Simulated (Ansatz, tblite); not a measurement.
# The cluster SnGe₆: rung by rung

Aim: run the singlet of the cluster SnGe₆ at one geometry on many levels, and compare frontier levels, spin and run time.

Method: as each input shows; program: Ansatz 0.2.0, Gaussian basis.

Levels to be run: GFN1-xTB, GFN2-xTB, PBE-D4/def2-TZVP, r2SCAN-D4/def2-TZVP, LC-ωPBE/def2-TZVP, r2SCANh-D4/def2-TZVP, PBE-D4/def2-SVP, PBE0-D4/def2-SVP, PBE-D4/def2-TZVPD, LC-ωPBE/def2-TZVPD, MP2/def2-SVP, RPA/def2-SVP.

12 further runs of the same task are left out: 10 that didn't finish, 2 set aside as unsound or not needed. Runs told in other sessions of the task aren't counted.

## 1. The geometry

The singlet was relaxed beforehand with PBE-D4/def2-SVP. At that level it is the lowest of the isomers that a small search found.

7 atoms, charge 0, spin multiplicity 1.

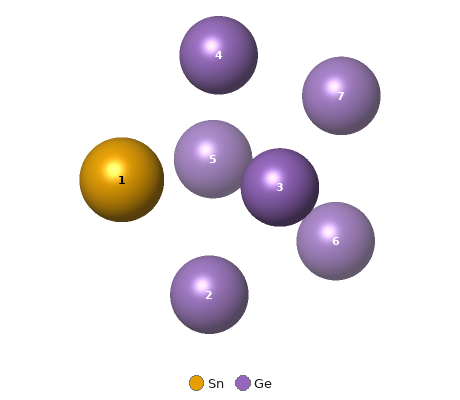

The structure; tin amber, germanium purple; atoms are numbered from 1 in the order of the file.

Sn takes a core potential in the def2 sets. No spin-orbit coupling is included.

PBE0-D4/def2-TZVP was run before; its log isn't repeated, and its numbers join the tables.

## 2. GFN1-xTB

Tight binding, by tblite at 300 K electronic temperature and without a spin-polarisation term:

```python
tblite.interface.Calculator('GFN1-xTB', numbers, positions, charge=0, uhf=0).singlepoint()
```

Energy -340.7109 eV, HOMO -9.69 eV, LUMO -8.93 eV; 0.013 s.

## 3. GFN2-xTB

Tight binding, by tblite at 300 K electronic temperature and without a spin-polarisation term:

```python
tblite.interface.Calculator('GFN2-xTB', numbers, positions, charge=0, uhf=0).singlepoint()
```

Energy -376.5670 eV, HOMO -8.35 eV, LUMO -6.99 eV; 0.03 s.

## 4. PBE-D4/def2-TZVP

start.molden holds the orbitals of an earlier run on this state, given as this run's starting guess.

in.yaml reads:

```yaml
crystal:
  periodic: [false, false, false]
  atoms:
    - {symbol: Sn, position_ang: [0.795593, -0.402979, 2.322407]}
    - {symbol: Ge, position_ang: [1.531399, -1.703572, -0.138403]}
    - {symbol: Ge, position_ang: [1.015344, 0.935445, -0.203165]}
    - {symbol: Ge, position_ang: [-1.124362, 1.497322, 1.326811]}
    - {symbol: Ge, position_ang: [-1.025878, -0.930076, 0.172366]}
    - {symbol: Ge, position_ang: [0.209397, -0.668780, -2.184347]}
    - {symbol: Ge, position_ang: [-1.401493, 1.272650, -1.295648]}
basis:
  gaussian: {orbitals: def2-TZVP, initial_orbitals: start.molden}
hamiltonian: {xc: pbe, dispersion: d4}
scf: {omitted_lower_state_checks: [starts]}
output: {orbitals: {seedname: orbitals}}
```

On the command line:

```sh
> ansatz run in.yaml --threads 4 --pin off --events-out ev --progress --plain --max-ram 4787MiB
```

The runs that follow: r2SCAN-D4/def2-TZVP; LC-ωPBE/def2-TZVP; r2SCANh-D4/def2-TZVP; PBE-D4/def2-SVP; PBE0-D4/def2-SVP; PBE-D4/def2-TZVPD; LC-ωPBE/def2-TZVPD; MP2/def2-SVP; RPA/def2-SVP.

Before running them: what should the planned runs give, taken together? Wanted: gap in def2-TZVP, named functionals, smallest and largest; correlation energy, MP2/def2-SVP; binding an atom, functionals in def2-TZVP; PBE0 total energy, smallest basis above largest.

The runs gave:

| quantity | value |
| --- | --- |
| gap in def2-TZVP, named functionals, smallest and largest | 1.70 eV (PBE-D4), 6.63 eV (LC-ωPBE) |
| correlation energy, MP2/def2-SVP | -40.66 eV |
| binding an atom, functionals in def2-TZVP | 2.79 (LC-ωPBE) to 3.31 eV (PBE-D4) |
| PBE0 total energy, smallest basis above largest | 42.84 eV (def2-SVP, def2-TZVP) |

In words: Orbital gaps of the named functionals in def2-TZVP span 1.70 eV (PBE-D4) to 6.63 eV (LC-ωPBE); exact exchange widens it.
